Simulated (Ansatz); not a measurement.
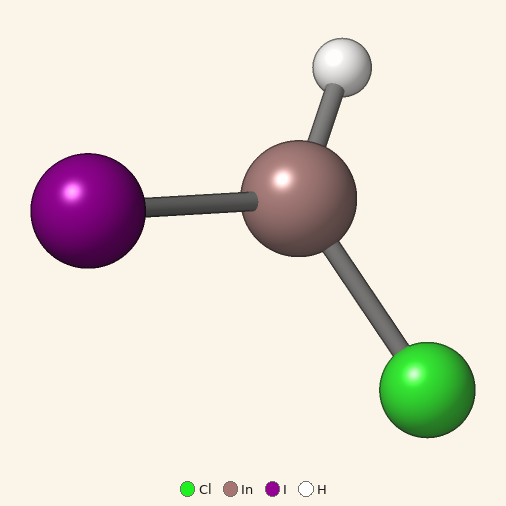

Every bond is drawn as one stick, whatever its order.

Computed geometry: PBE0-D4/def2-TZVP optimisation.

Count the atoms of each element.

Answer. ClHIIn, 4 atoms: 1 chlorine, 1 hydrogen, 1 iodine and 1 indium.

Give a SMILES string for it.

Answer. [Cl][InH][I]

How many bonds of each kind are drawn?

Answer. 1 Cl–In, 1 I–In, 1 In–H.

The parts below concern this one geometry. Atoms keep their numbers from picture to picture.

## Geometry

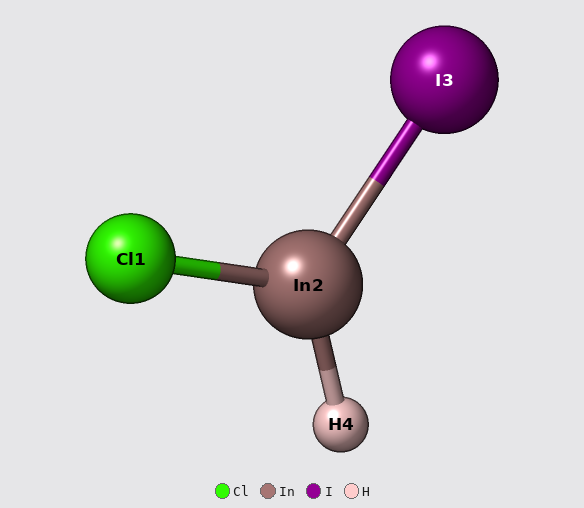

The atoms are numbered.

Which atoms are bonded, and how long are the bonds?

| bond | length (Å) |
| --- | --- |
| Cl1–In2 | 2.321 |
| In2–I3 | 2.638 |
| In2–H4 | 1.700 |

## Levels of theory compared

Program: Ansatz 0.2.0.

Compare HOMO–LUMO gap (eV), vertical IP (eV) at these levels: B3LYP-D4/def2-TZVPP; PBE-D4/def2-TZVPP; PBE0-D4/def2-TZVPP; r2SCAN-D4/def2-TZVPP; ωB97M-V/def2-TZVPP; ωB97X-V/def2-TZVPP.

```
               level  HOMO–LUMO gap (eV)  vertical IP (eV)
 B3LYP-D4/def2-TZVPP                5.30              9.93
   PBE-D4/def2-TZVPP                3.93              9.68
  PBE0-D4/def2-TZVPP                5.80              9.92
r2SCAN-D4/def2-TZVPP                4.45              9.85
  ωB97M-V/def2-TZVPP                9.48              9.92
  ωB97X-V/def2-TZVPP                9.84             10.01
```

## Vibrations

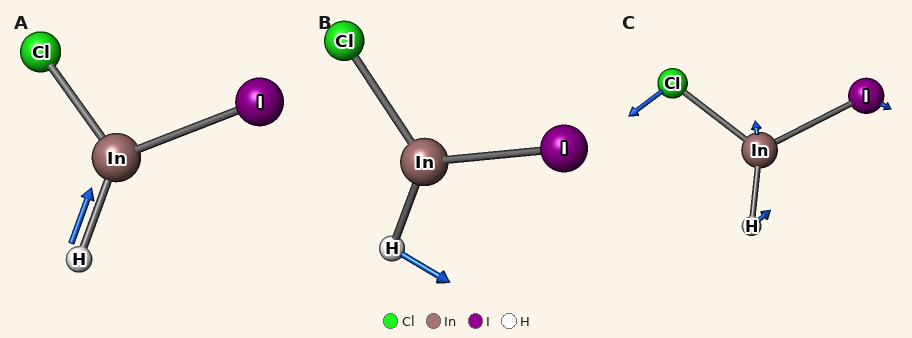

3 normal modes of one molecule or complex, as arrows. Harmonic vibrations computed with RKS PBE0-D4/def2-TZVP, core potentials on I, In (Ansatz 0.2.0) at a stationary point of the same level.

Match the panels to the wavenumbers 79 cm⁻¹, 468 cm⁻¹, 1886 cm⁻¹.

Answer. A: 1886 cm⁻¹, In–H stretching
B: 468 cm⁻¹, angle bending
C: 79 cm⁻¹, Cl–In–I bending

## Dipole moment

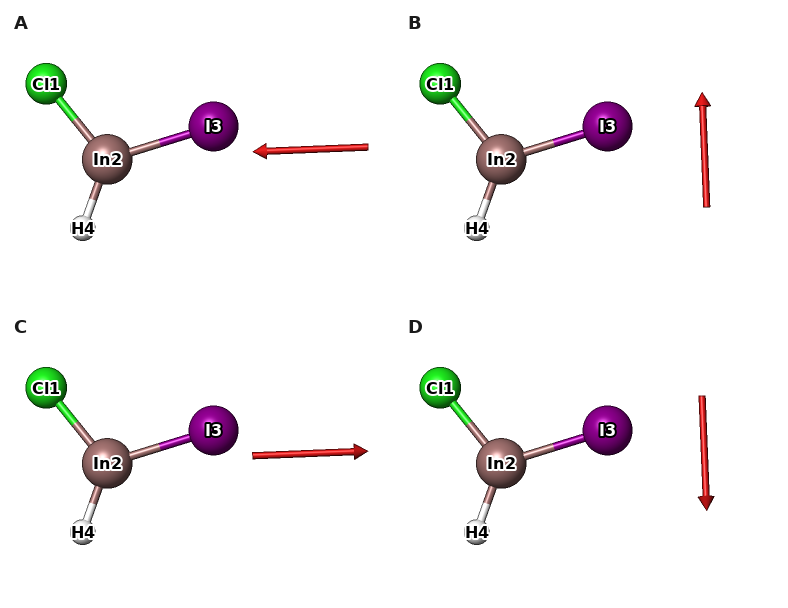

The same molecule four times, each with an arrow. Properties computed with RKS PBE0-D4/def2-TZVP, core potentials on I, In (Ansatz 0.2.0).

Which arrow points along the dipole moment, from the negative to the positive end?

Answer. D. The dipole moment is 2.13 D; it points from the side of Cl1 to the side of H4 (the outermost atoms at the two ends).

## Thermal motion

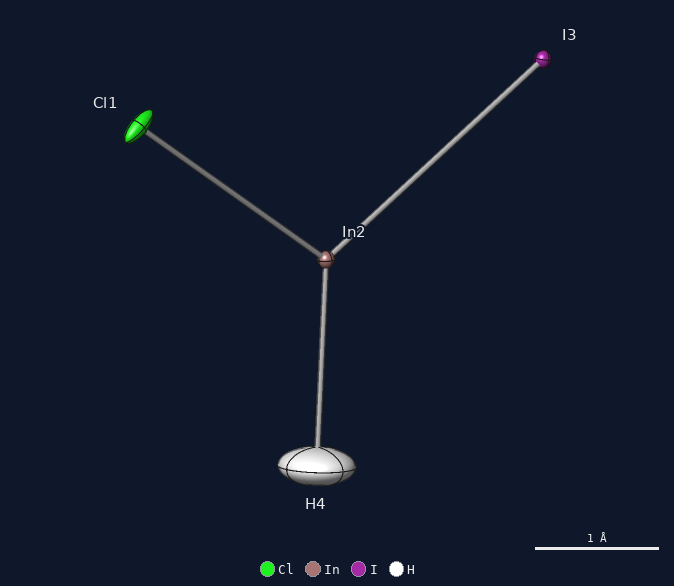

Displacement ellipsoids at the 50 % level, from the internal vibrations of the free molecule (harmonic, no overall translation or rotation; no half-axis is drawn under 0.075 Å). Vibrations computed with RKS PBE0-D4/def2-TZVP, core potentials on I, In (Ansatz 0.2.0). Temperature: 200 K.

List U_eq and the three principal root-mean-square amplitudes for each kind of atom.

| atom | U_eq (Å²) | rms amplitudes (Å) |
| --- | --- | --- |
| Cl1 | 0.0048 | 0.004, 0.034, 0.115 |
| In2 | 0.00074 | 0.004, 0.022, 0.042 |
| I3 | 0.00052 | 0.001, 0.017, 0.036 |
| H4 | 0.0333 | 0.101, 0.199, 0.224 |
